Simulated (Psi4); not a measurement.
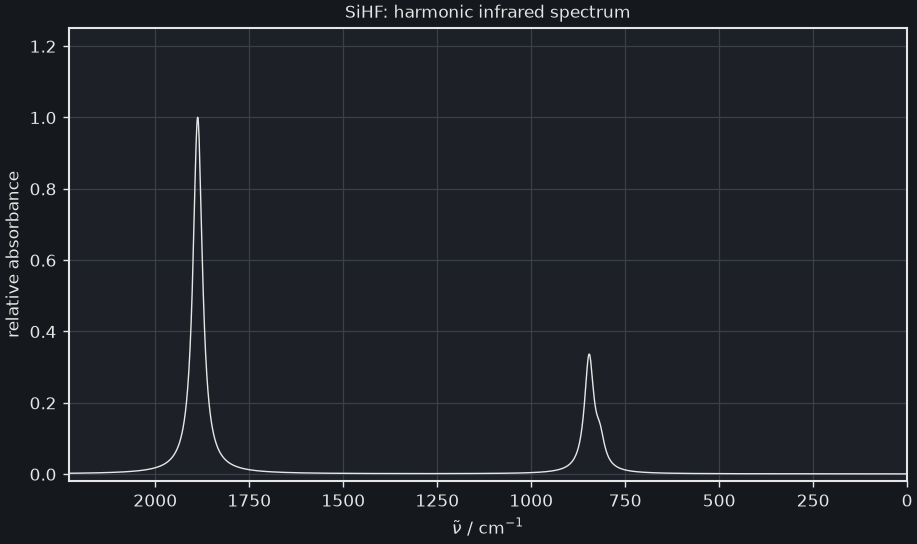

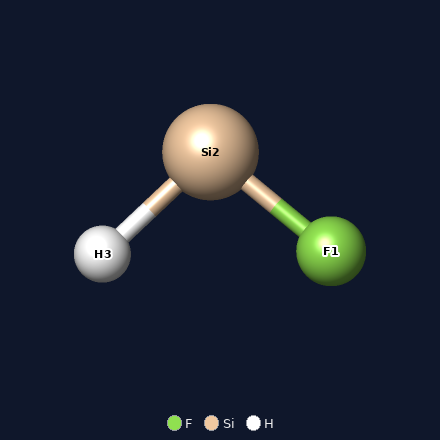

Infrared spectrum of SiHF, SMILES F[SiH]. Unscaled harmonic wavenumbers and double-harmonic intensities, PBE/def2-SVP (dispersion D3(BJ)), Psi4, at a geometry relaxed at this level, isolated molecule. Lorentzian lines of 30 cm⁻¹ full width. Close modes add up in the curve.

List the modes.

Answer.
| cm⁻¹ | km/mol |
| --- | --- |
| 817.1 | 27.6 |
| 846.0 | 120.0 |
| 1887.1 | 374.9 |

Caveats: closed-shell singlet; other spin states weren't compared here; double-zeta basis.
